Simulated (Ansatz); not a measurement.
Response to strain in ZrO2

The parent structure is ZrO2 (space group P4_2/nmc, No. 137; a = 3.621 Å, c = 5.283 Å).

Strains are applied to the cell and any free atomic positions relax.

Level of theory: Ansatz (a quantum-chemistry and plane-wave program) PBE, no spin-orbit coupling.

Notes on the quantities. energy relative to the base: free energy F.

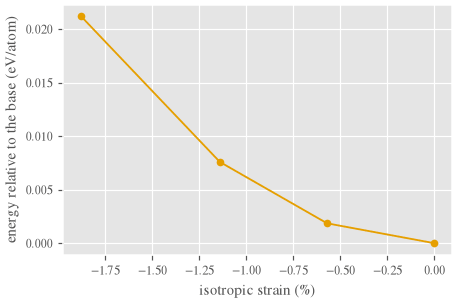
Fig. 1. Energy relative to the base against isotropic strain

Question: From the plot, what is the energy relative to the base for isotropic strain −0.57 %?

Answer: About 0.002 eV/atom.

Question: Is the trend monotonic over the range shown?

Answer: Yes, it falls throughout, spanning 0 meV/atom to +21 meV/atom.

Whether these cells are dynamically stable was not tested. This is not the structure that ZrO2 has at room temperature and ambient pressure.
